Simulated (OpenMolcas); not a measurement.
# Multiconfigurational calculation, with input and output: Yb³⁺ complex

- system: Yb³⁺ with 6 ligands (Cl; octahedron, 2.798 Å), embedded in Cs2NaYCl6 by model potentials and point charges, whose field is part of the energies.
- method: state-averaged SS-CASPT2, IPEA shift 0.25, imaginary shift 0.1 hartree, closed shells 5s 5p of the metal and the valence shells of the ligands correlated, active space 13 electrons in the shell 4f, basis ANO-RCC-VDZP on the metal and ANO-RCC-VDZP on the ligands, DKH2 scalar Hamiltonian, spin-orbit coupling by RASSI with atomic mean-field integrals (OpenMolcas)

### Input file
```
&GATEWAY
Basis set
Yb.ANO-RCC-VDZP.
Yb1 0.0 0.0 0.0 Angstrom
End of basis
Basis set
Cl.ANO-RCC-VDZP.
L1 2.798000 0.000000 0.000000 Angstrom
L2 0.000000 2.798000 0.000000 Angstrom
L3 0.000000 0.000000 2.798000 Angstrom
End of basis
Basis set
Na.EMB-AIMP.Al-Abdalla.7s4p.1s1p.ECP.Cs2NaYCl6.
PseudoCharge
* 3 symmetry-unique lattice sites within 7.6 angstrom
End of basis
Basis set
Cs.EMB-AIMP.Al-Abdalla.0s.0s.ECP.Cs2NaYCl6.
PseudoCharge
* 4 symmetry-unique lattice sites within 7.6 angstrom
End of basis
Basis set
Cl.EMB-AIMP.Al-Abdalla.0s.0s.ECP.Cs2NaYCl6.
PseudoCharge
* 12 symmetry-unique lattice sites within 7.6 angstrom
End of basis
Basis set
Y.EMB-AIMP.Al-Abdalla.0s.0s.ECP.Cs2NaYCl6.
PseudoCharge
* 6 symmetry-unique lattice sites within 7.6 angstrom
End of basis
Symmetry
XYZ
AngMom=0.0 0.0 0.0
AMFI
RICD
XField
1564 Angstrom 0
* Evjen-weighted lattice charges
&SEWARD
&RASSCF
FileOrb=start.orb
Symmetry=2
Spin=2
nActEl=13 0 0
Inactive=42 39
Ras2=0 7
CIRoot=7 7 1
SDav=7
CIMx=300
Iter=150 100
PrWF=0.3
OrbListing=Nothing
MaxOrb=0
LevShft=1.0
>>> COPY $Project.JobIph JOB001
&RASSI
NrOfJobIphs=1 7
1 2 3 4 5 6 7
IphNames
JOB001
EJob
SpinOrbit
DIPRint=1.0
SOCoupling=1000.0
Subsets=2
Property=9
'ANGMOM' 1 'ANGMOM' 2 'ANGMOM' 3 'MLTPL  1' 1 'MLTPL  1' 2 'MLTPL  1' 3
'AMFI' 1 'AMFI' 2 'AMFI' 3
SOProperty=3
'ANGMOM' 1 'ANGMOM' 2 'ANGMOM' 3
>>> COPY JOB001 $Project.JobIph
&CASPT2
Multistate=7 1 2 3 4 5 6 7
NoMult
Frozen=29 24
IPEA=0.25
Imaginary=0.1
MaxIter=60
WThr=0.0 0.3 0.05
PrWF=0.5
NoMix
```

The file start.orb holds starting orbitals from an earlier step. A driver script formed the levels outside the program, from RASSI's spin-orbit matrix and the CASPT2 energies (for multi-state variants, the effective Hamiltonian), averaged over the components of each term or state. The log and the time are those of the CASPT2 step.

Hardware: 1 thread of Arm Neoverse V2, 24 GiB of memory available, shared host.

Run as:
```bash
OMP_NUM_THREADS=1 MOLCAS_MEM=2457 MOLCAS_PROJECT=a pymolcas a.inp > a.log  # once for each step of the input, in one work folder
```

### Output (extracts)
```
--- CASPT2 ---
Orbital specifications:
      -----------------------

      Symmetry species                           1   2
                                                ag  au
      Frozen orbitals                           29  24
      Inactive orbitals                         13  15
      Active orbitals                            0   7
      Secondary orbitals                        60  52
      Deleted orbitals                           0   0
      Number of basis functions                102  98
Type of calculation                        SS-CASPT2
      Fock operator                              state-specific
      IPEA shift                                 0.25
      Real shift                                 0.00
      Imaginary shift                            0.10
      The input orbitals will be transformed to quasi-canonical
Reference energy:      -16813.2169050677
      E2 (Non-variational):      -1.7493648528
      Shift correction:          -0.0019685739
      E2 (Variational):          -1.7513334267
      Total energy:          -16814.9682384944
      Residual norm:              0.0000004039
      Reference weight:           0.66220
      Contributions to the CASPT2 correlation energy
      Active & Virtual Only:         -0.4761812987
      One Inactive Excited:          -0.2160649841
      Two Inactive Excited:          -1.0571185701
Reference energy:      -16813.2169050676
      E2 (Non-variational):      -1.7493645672
      Shift correction:          -0.0019685727
      E2 (Variational):          -1.7513331399
      Total energy:          -16814.9682382075
      Residual norm:              0.0000004037
      Reference weight:           0.66220
      Contributions to the CASPT2 correlation energy
      Active & Virtual Only:         -0.4761812208
      One Inactive Excited:          -0.2160647472
      Two Inactive Excited:          -1.0571185992
::    CASPT2 Root  1     Total energy: -16814.96823849
::    CASPT2 Root  2     Total energy: -16814.96823821
::    CASPT2 Root  3     Total energy: -16814.96814076
::    CASPT2 Root  4     Total energy: -16814.96704285
::    CASPT2 Root  5     Total energy: -16814.96711781
::    CASPT2 Root  6     Total energy: -16814.96705168
::    CASPT2 Root  7     Total energy: -16814.96601931
```

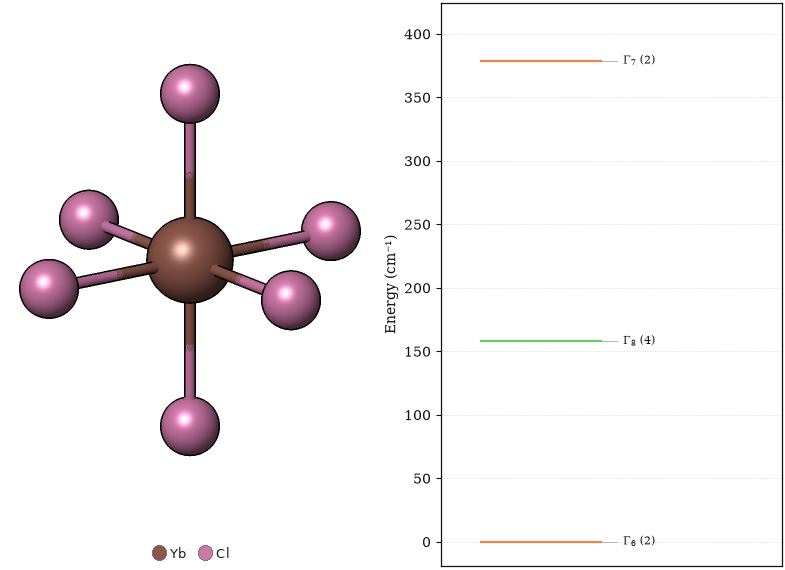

Fig. 1: Yb³⁺ (4f¹³) as a dopant in Cs₂NaYCl₆, a cluster with its 6 nearest Cl⁻ at 2.798 Å (octahedron) embedded in model potentials and point charges; the geometry was set, not optimised, and its levels. Labels give the representation in O, Td, D4 or D3 as the site allows (double group for half-integer spin) where it could be assigned and, in brackets, the degeneracy; spin-free states, where drawn, share the zero of the spin-orbit levels. The ground level is Γ₆, a Kramers doublet, 100 % from states of spin multiplicity 2. Its principal g values are 2.66, 2.66 and 2.66, isotropic. The next level lies at 158 cm⁻¹ (Γ₈). The lowest J multiplet spreads over 379 cm⁻¹.

### Key numbers

```tsv
quantity	value
outcome	converged
energy of the lowest spin-free term	−16814.96821 hartree
energy of the lowest spin-orbit level	−16814.98865 hartree
CASPT2 correlation energy	−1.7513 hartree
largest spread among components of a term	21.4 cm⁻¹
lowest reference weight	0.662
wall time	48 s
peak memory	0.6 GiB
```

### Notes

Caveats: the geometry is set by hand, with no relaxation.
